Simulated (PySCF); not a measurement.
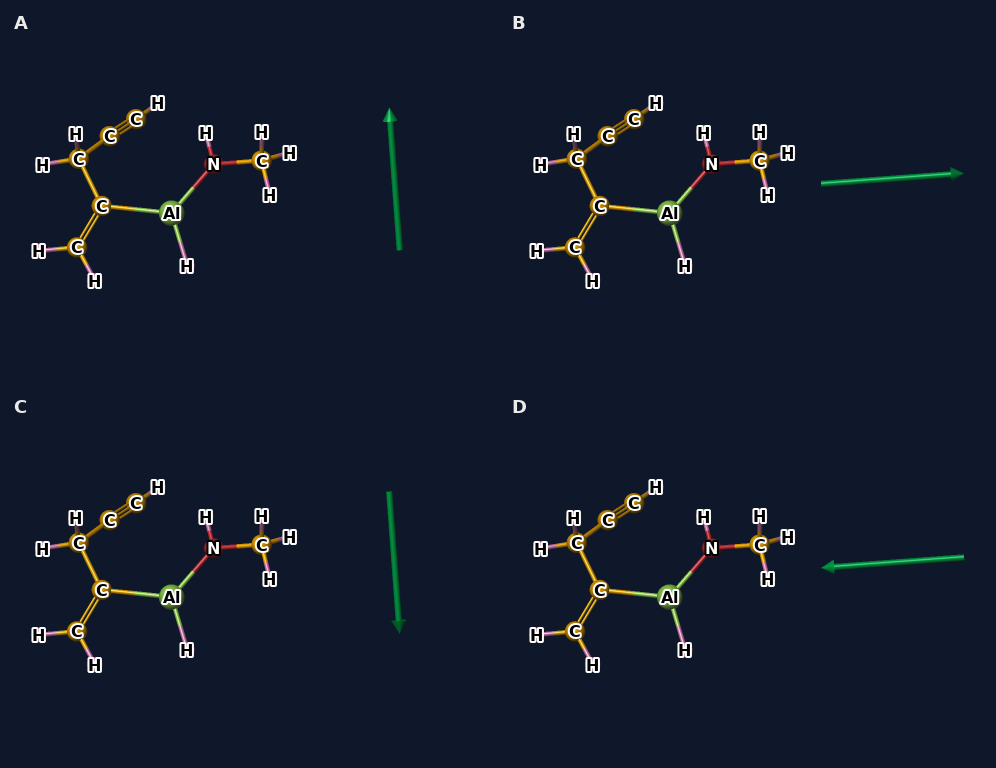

The same molecule four times, each with an arrow. The geometry was computed by an optimisation with GFN2-xTB. No frequency run is at hand to confirm it as a minimum. Method: PBE0/def2-SVPD, gas phase (PySCF 2.14.0).

Which arrow points along the dipole moment, from the negative to the positive end?

A. The dipole moment is 0.95 D.

The geometry is semi-empirical. Around Al such bond lengths and angles can be off by a tenth of an ångström or more and by several degrees, and values that hang on the shape move with them.
